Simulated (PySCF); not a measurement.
# BH₂: excited-state calculation

BH₂, multiplicity 2, SMILES [BH2], computed with ADC(2)/cc-pVTZ-F12, UHF (PySCF 2.14.0).

The geometry comes from this level: GFN2-xTB.

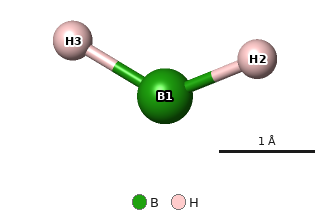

Fig. 1: The structure as given in the input (ball-and-stick view, seen at a tilt; atoms are numbered from 1 in the order of the input). Bond lengths as drawn: B–H 1.16 Å.

**The input (calc.py)**
```python
# [BH2]
from pyscf import gto, adc

mol = gto.M(
    atom='''
B    0.262840  -0.166230   0.128640
H    0.280020   0.985320   0.260980
H   -0.542860  -0.819090  -0.389630
''',
    basis='cc-pvtz-f12',
    max_memory=1860,
    spin=1,
    verbose=4,
)

myscf = mol.UHF()
myscf.init_guess = '1e'
myscf.max_cycle = 77
myscf.kernel()
if not myscf.converged:
    myscf = myscf.newton().run(myscf.mo_coeff, myscf.mo_occ)

myadc = adc.ADC(myscf, frozen=(1, 1))
myadc.method = 'adc(2)'

myadc.method_type = 'ee'
e, vec, osc, x = myadc.kernel(nroots=8)

roots = e * 27.211386
print('root  energy (eV)  strength')
for i, (w, f) in enumerate(zip(roots, osc), 1):
    print('%3d %10.4f %10.5f' % (i, w, f))
```

Hardware: 1 thread of Arm Neoverse V1, 24 GiB of memory available, shared host.

Run as:
```bash
OMP_NUM_THREADS=1 python calc.py
```

**Log**
```
PySCF version 2.14.0

[INPUT] num. atoms = 3
[INPUT] num. electrons = 7
[INPUT] charge = 0
[INPUT] spin (= nelec alpha-beta = 2S) = 1
[INPUT] symmetry False subgroup None
[INPUT] Mole.unit = angstrom
[INPUT] Symbol           X                Y                Z      unit          X                Y                Z       unit  Magmom
[INPUT]  1 B      0.262840000000  -0.166230000000   0.128640000000 AA    0.496695614581  -0.314129173686   0.243094368664 Bohr   0.0
[INPUT]  2 H      0.280020000000   0.985320000000   0.260980000000 AA    0.529161109401   1.861984945056   0.493180723989 Bohr   0.0
[INPUT]  3 H     -0.542860000000  -0.819090000000  -0.389630000000 AA   -1.025856723981  -1.547855771370  -0.736293989914 Bohr   0.0

nuclear repulsion = 4.81824384906663
number of shells = 10
number of NR pGTOs = 103
number of NR cGTOs = 89
basis = cc-pvtz-f12
ecp = {}

******** <class 'pyscf.scf.uhf.UHF'> ********
method = UHF
initial guess = 1e
damping factor = 0
level_shift factor = 0
DIIS = <class 'pyscf.scf.diis.CDIIS'>
diis_start_cycle = 1
diis_space = 8
diis_damp = 0
SCF conv_tol = 1e-09
SCF conv_tol_grad = None
SCF max_cycles = 77
direct_scf = True
direct_scf_tol = 1e-13
number electrons alpha = 4  beta = 3
Set gradient conv threshold to 3.16228e-05
Initial guess from hcore.
  alpha nocc = 4  HOMO = -3.99429621212889  LUMO = -3.9157473453945
  beta  nocc = 3  HOMO = -4.11948141212733  LUMO = -3.99429621212889

WARN: HOMO -3.99429621212889 >= LUMO -3.99429621212889

init E= -20.169867480774
  alpha nocc = 4  HOMO = 0.0463786733830151  LUMO = 0.047766637120679
  beta  nocc = 3  HOMO = 0.00201503690173421  LUMO = 0.0465699428729596

WARN: HOMO 0.0463786733830151 >= LUMO 0.0465699428729596

cycle= 1 E= -24.1125661605302  delta_E= -3.94  |g|= 1.17  |ddm|= 4.81
  alpha nocc = 4  HOMO = -0.681732554672449  LUMO = -0.640544950488069
  beta  nocc = 3  HOMO = -1.03046733904794  LUMO = -0.674644722940645
  HOMO = -0.681732554672  LUMO = -0.674644722941  gap/eV = 0.19287
cycle= 2 E= -25.5925781380874  delta_E= -1.48  |g|= 0.512  |ddm|= 3.53
  alpha nocc = 4  HOMO = -0.329541253922971  LUMO = 0.00671609699786028
  beta  nocc = 3  HOMO = -0.546958066555389  LUMO = 0.0026837101708831
  HOMO = -0.329541253923  LUMO = 0.00268371017088  gap/eV = 9.04030
cycle= 3 E= -25.7545123051445  delta_E= -0.162  |g|= 0.0808  |ddm|= 0.401
  alpha nocc = 4  HOMO = -0.347546904192571  LUMO = 0.0397765974950662
  beta  nocc = 3  HOMO = -0.499419398154355  LUMO = 0.0351089034474429
  HOMO = -0.347546904193  LUMO = 0.0351089034474  gap/eV = 10.41259
cycle= 4 E= -25.7608808869039  delta_E= -0.00637  |g|= 0.0182  |ddm|= 0.168
  alpha nocc = 4  HOMO = -0.35043918332523  LUMO = 0.0380295019950785
  beta  nocc = 3  HOMO = -0.515447850866929  LUMO = 0.031868682477482
  HOMO = -0.350439183325  LUMO = 0.0318686824775  gap/eV = 10.40313
cycle= 5 E= -25.7613478908584  delta_E= -0.000467  |g|= 0.00658  |ddm|= 0.0424
  alpha nocc = 4  HOMO = -0.348955158032828  LUMO = 0.0381645076075789
  beta  nocc = 3  HOMO = -0.519014371660143  LUMO = 0.0315046276848544
  HOMO = -0.348955158033  LUMO = 0.0315046276849  gap/eV = 10.35284
cycle= 6 E= -25.7614395304571  delta_E= -9.16e-05  |g|= 0.00122  |ddm|= 0.0229
  alpha nocc = 4  HOMO = -0.348211133287025  LUMO = 0.0381863939447987
  beta  nocc = 3  HOMO = -0.51921169078742  LUMO = 0.0314950319704489
  HOMO = -0.348211133287  LUMO = 0.0314950319704  gap/eV = 10.33233
cycle= 7 E= -25.7614428440532  delta_E= -3.31e-06  |g|= 0.000408  |ddm|= 0.00543
  alpha nocc = 4  HOMO = -0.348216562760653  LUMO = 0.0381826549453052
  beta  nocc = 3  HOMO = -0.519379743497099  LUMO = 0.0314844055637853
  HOMO = -0.348216562761  LUMO = 0.0314844055638  gap/eV = 10.33219
cycle= 8 E= -25.7614432107083  delta_E= -3.67e-07  |g|= 0.000124  |ddm|= 0.00137
  alpha nocc = 4  HOMO = -0.348175327391436  LUMO = 0.0381793025152316
  beta  nocc = 3  HOMO = -0.519377026192261  LUMO = 0.0314766801407458
  HOMO = -0.348175327391  LUMO = 0.0314766801407  gap/eV = 10.33086
cycle= 9 E= -25.761443242328  delta_E= -3.16e-08  |g|= 3.01e-05  |ddm|= 0.00039
  alpha nocc = 4  HOMO = -0.348186490735463  LUMO = 0.0381804792785416
  beta  nocc = 3  HOMO = -0.519369104661633  LUMO = 0.0314780315164604
  HOMO = -0.348186490735  LUMO = 0.0314780315165  gap/eV = 10.33120
cycle= 10 E= -25.7614432443778  delta_E= -2.05e-09  |g|= 6.61e-06  |ddm|= 9.16e-05
  alpha nocc = 4  HOMO = -0.348185941039068  LUMO = 0.0381801716384993
  beta  nocc = 3  HOMO = -0.519370155536896  LUMO = 0.0314776361114406
  HOMO = -0.348185941039  LUMO = 0.0314776361114  gap/eV = 10.33117
cycle= 11 E= -25.7614432444792  delta_E= -1.01e-10  |g|= 1.38e-06  |ddm|= 3.53e-05
  alpha nocc = 4  HOMO = -0.348186102453139  LUMO = 0.0381801816080832
  beta  nocc = 3  HOMO = -0.519369908732402  LUMO = 0.0314777125752103
  HOMO = -0.348186102453  LUMO = 0.0314777125752  gap/eV = 10.33118
```

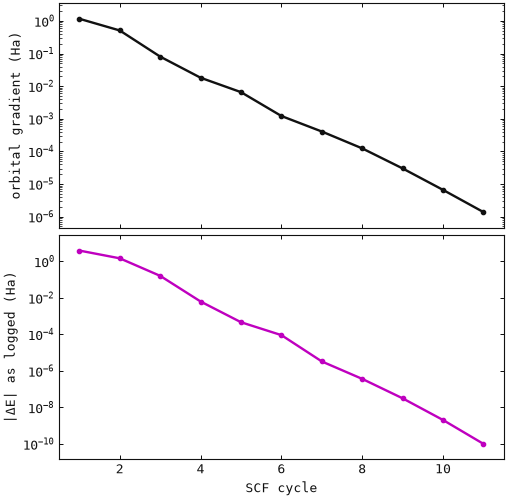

Fig. 2: Convergence of the self-consistent field: orbital gradient and size of the energy change against the SCF cycle. The residual falls at every step.

```
Extra cycle  E= -25.7614432444822  delta_E= -3.03e-12  |g|= 7.17e-07  |ddm|= 5.93e-06
converged SCF energy = -25.7614432444822  <S^2> = 0.75374587  2S+1 = 2.0037424

******** <class 'pyscf.adc.uadc.UADC'> ********
******** ADC Orbital Information ********
Number of Frozen Occupied Alpha Orbitals: 1
Number of Frozen Occupied Beta Orbitals: 1
Number of Frozen Virtual Alpha Orbitals: 0
Number of Frozen Virtual Beta Orbitals: 0
Number of Active Occupied Alpha Orbitals: 3
Number of Active Occupied Beta Orbitals: 2
Number of Active Virtual Alpha Orbitals: 85
Number of Active Virtual Beta Orbitals: 86
*****************************************
Reference correlation energy (doubles): -0.08441677
MP2 correlation energy of reference state (a.u.) = -0.08441677

******** <class 'pyscf.adc.uadc_ee.UADCEE'> ********
max_space = 200
max_cycle = 50
conv_tol = 1e-08
tol_residual = 1e-05

*************************************************************
                   ADC calculation summary
*************************************************************
adc(2) root 0  |  Energy (Eh) =   0.0480296419  |  Energy (eV) =   1.30695313  |  Osc. strength = 0.00318258  |  conv = True
adc(2) root 1  |  Energy (Eh) =   0.2205384587  |  Energy (eV) =   6.00115713  |  Osc. strength = 0.07120477  |  conv = True
adc(2) root 2  |  Energy (Eh) =   0.2220467852  |  Energy (eV) =   6.04220079  |  Osc. strength = 0.00000000  |  conv = True
adc(2) root 3  |  Energy (Eh) =   0.2501139373  |  Energy (eV) =   6.80594690  |  Osc. strength = 0.00116244  |  conv = True
adc(2) root 4  |  Energy (Eh) =   0.2516938350  |  Energy (eV) =   6.84893810  |  Osc. strength = 0.00000000  |  conv = True
adc(2) root 5  |  Energy (Eh) =   0.2556409880  |  Energy (eV) =   6.95634561  |  Osc. strength = 0.00161694  |  conv = True
adc(2) root 6  |  Energy (Eh) =   0.2598167917  |  Energy (eV) =   7.06997501  |  Osc. strength = 0.00213549  |  conv = True
adc(2) root 7  |  Energy (Eh) =   0.2614792445  |  Energy (eV) =   7.11521266  |  Osc. strength = 0.00150512  |  conv = True
root  energy (eV)  strength
  1     1.3070    0.00318
  2     6.0012    0.07120
  3     6.0422    0.00000
  4     6.8059    0.00116
  5     6.8489    0.00000
  6     6.9563    0.00162
  7     7.0700    0.00214
  8     7.1152    0.00151
```

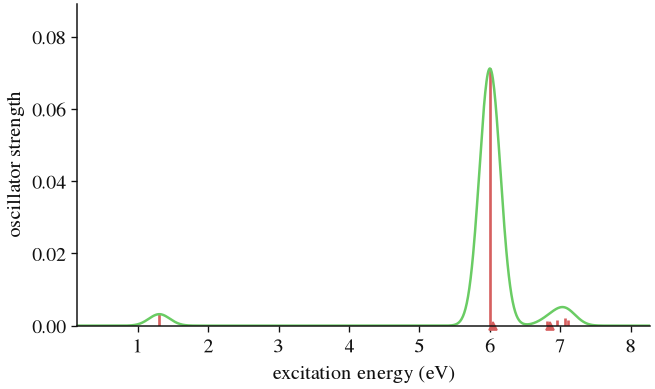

Fig. 3: Computed excitations as sticks (degenerate states added up, dark ones marked on the axis), with a Gaussian envelope of 0.35 eV full width at half maximum, scaled to the tallest. Of the 8 states the lowest lies at 1.31 eV (f = 0.003); the strongest line is at 6.00 eV, or 207 nm (f = 0.071).

**Results in brief**

| quantity | value |
| --- | --- |
| outcome | converged |
| SCF energy | −25.761443 hartree |
| correlation energy | −0.084417 hartree |
| basis functions | 89 |
| ⟨S²⟩ | 0.754 |
| lowest excitation | 1.31 eV |
| wall time | 23 s |
| peak memory | 1.2 GiB |

Settings chosen away from the usual ones: tied set to false; guess set to 1e (from minao); max_iter set to 77. The record of the run, not the program, notes: logged alpha LUMO and gap are faulty.
